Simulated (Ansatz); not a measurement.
**HCl (hydrogen chloride) at CCSD/def2-TZVPPD**

Aim: the vertical electron affinity of HCl (hydrogen chloride) at CCSD/def2-TZVPPD, from 2 runs. 

Program for the calculation: Ansatz 0.2.0.

32 further runs of the same task are left out: 32 set aside as unsound or not needed.

## 1. The molecule

The species is HCl (2 atoms), meant as a singlet with charge 0. As SMILES, `Cl`. The coordinates come from a PBE0-D4/def2-TZVP relaxation.

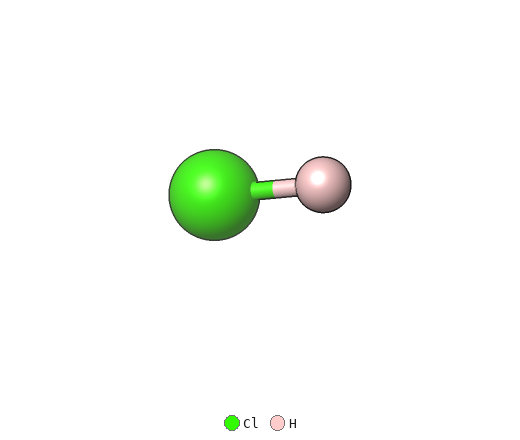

Viewed from a chosen angle; chlorine green, hydrogen pink.

## 2. The energy at CCSD/def2-TZVPPD

job.yaml

```yaml
crystal:
  periodic: [false, false, false]
  atoms:
    - {symbol: Cl, position_ang: [0.546000, -0.178500, 0.280800]}
    - {symbol: H, position_ang: [-0.546000, 0.178500, -0.280800]}
basis:
  gaussian:
    orbitals: def2-TZVPPD.json
correlation:
  method: ccsd
  frozen_orbitals: {Cl: 5, H: 0}
accuracy: high
scf:
  omitted_lower_state_checks: [cluster_reference, increment]
```

The basis set def2-TZVPPD is read from a file made from the Basis Set Exchange's data (not shown).

On the command line:

```console
$ ansatz run job.yaml --threads 1 --pin off --max-ram 3480MiB --events-out events.jsonl --progress --plain --runs-dir runs
```

Output, cut to the lines that bear on the results:

```text
Warning: RAYON_NUM_THREADS=1 ignored (pool sized by the plan → 1); use --threads N
Functional definition: HF
  name "HF"
[...]
849 factors; integrals over basis functions are off by at most 3.7e-9 eV
[...]
mean field -12519.95662759 eV, -460.0999197327 hartree, gradient 2.1e-8 eV, S^2 0.000000; 0 other end points of the search recorded, 0 dependent functions left out
5 core orbitals not correlated: weight in the atoms' cores, before any rotation towards them, 1.000 or more for the frozen orbitals, at most 0.000 for the correlated occupied ones
reference -12519.95662759 eV, -460.0999197327 hartree; 4, 4 occupied and 59, 59 virtual orbitals, 849 factors
second order -5.58050873 eV of doubles, -0.00000000 eV of singles
cycle   1  -5.99497070 eV  change   -4.1e-1 eV  update   3.9e-2
[...]
cycle  19  -6.13747462 eV  change  -4.2e-10 eV  update  4.4e-10
Total energy: -12526.09410222 eV, -460.3254677650 hartree
Checks for a lower state left out: cluster_reference, increment
```

Run time: 0.94 s. Hardware: 1 thread of Arm Neoverse V2, shared host; peak memory 0.19 GiB.

## 3. The doublet anion

molecule.yaml

```yaml
crystal:
  periodic: [false, false, false]
  atoms:
    - {symbol: Cl, position_ang: [0.546000, -0.178500, 0.280800]}
    - {symbol: H, position_ang: [-0.546000, 0.178500, -0.280800]}
basis:
  gaussian:
    orbitals: def2-TZVPPD.json
total_charge: -1
magnetization:
  spin_polarized: true
  initial_magnetization: 1
correlation:
  method: ccsd
  frozen_orbitals: {Cl: 5, H: 0}
accuracy: high
scf:
  omitted_lower_state_checks: [cluster_reference, increment]
```

The basis set def2-TZVPPD is read from a file made from the Basis Set Exchange's data (not shown).

On the command line:

```console
$ ansatz run molecule.yaml --threads 1 --pin off --max-ram 3480MiB --events-out events.jsonl --progress --plain --runs-dir runs
```

Output, cut to the lines that bear on the results:

```text
Warning: RAYON_NUM_THREADS=1 ignored (pool sized by the plan → 1); use --threads N
[... 2 set-up lines as earlier in the session ...]
[...]
849 factors; integrals over basis functions are off by at most 3.7e-9 eV
[...]
mean field -12518.18196316 eV, -460.0347020176 hartree, gradient 3.5e-8 eV, S^2 0.750828; 12 other end points of the search recorded, 0 dependent functions left out
5 core orbitals not correlated: weight in the atoms' cores, before any rotation towards them, 1.000 or more for the frozen orbitals, at most 0.000 for the correlated occupied ones
reference -12518.18196316 eV, -460.0347020176 hartree; 5, 4 occupied and 58, 59 virtual orbitals, 849 factors
second order -5.83363375 eV of doubles, -0.00000000 eV of singles
cycle   1  -6.21657324 eV  change   -3.8e-1 eV  update   5.5e-2
[...]
cycle  21  -6.39015326 eV  change   4.8e-11 eV  update  3.7e-10
Total energy: -12524.57211642 eV, -460.2695358184 hartree
Checks for a lower state left out: cluster_reference, increment
```

Wall time 3.6 s (1 thread of Arm Neoverse V2, shared host); peak memory 0.31 GiB.

## 4. Outcome

At CCSD/def2-TZVPPD, 5 core orbitals frozen:

| quantity | value |
| --- | --- |
| singlet HCl: total energy | -460.32547 Eh |
| singlet HCl: correlation energy (5 core orbitals frozen) | -225.5 mEh |
| singlet HCl: T1 diagnostic | 0.006 |
| doublet anion: total energy | -460.26954 Eh |
| doublet anion: correlation energy (5 core orbitals frozen) | -234.8 mEh |
| doublet anion: ⟨S²⟩ of the reference determinant | 0.751 |
| doublet anion: T1 diagnostic | 0.042 |
| vertical electron affinity (to the doublet anion) | -1.522 eV |

The anion lies 1.52 eV (147 kJ/mol) above the neutral: the electron isn't bound at this level, and such a value depends on the basis.
